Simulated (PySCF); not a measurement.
Molecule: SMILES C(C)(C)/C=C\Cl (C5H9Cl). Atoms near the plane z = 0.0 Å, at the GFN2-xTB optimised geometry (x, y, z in Å): C1 (1.5, 0.3, 0.0), C2 (-0.1, 0.3, 0.0), C3 (-0.6, 1.8, 0.0), Cl6 (-1.9, -2.3, 0.2), H7 (1.9, -0.7, 0.0), H8 (1.9, 0.8, -0.9), H9 (1.9, 0.8, 0.9), H10 (-0.4, -0.2, 0.9), H11 (-0.2, 2.3, -0.9), H12 (-1.7, 1.8, 0.0), H13 (-0.2, 2.3, 0.9).

Calculation: PySCF with B3LYP/def2-TZVP. Cells within 0.4 Å of a nucleus heavier than hydrogen are left out (blank, or x). The values are rescaled to run from 0 to 1.

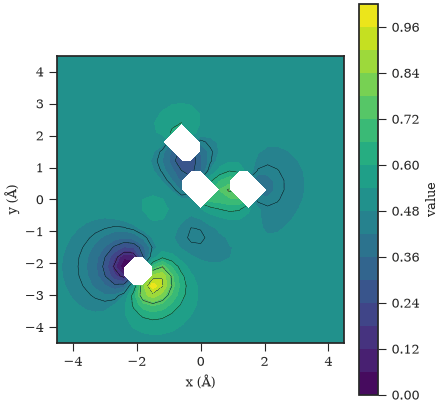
Figure. a field on the plane z = 0.0 Å.

Q: Which quantity is mapped?
A. log10 of the electron density
B. Laplacian of the electron density
C. an orbital amplitude
D. electron localisation function

A: C, an orbital amplitude. In full: HOMO amplitude (bohr^(-3/2)).
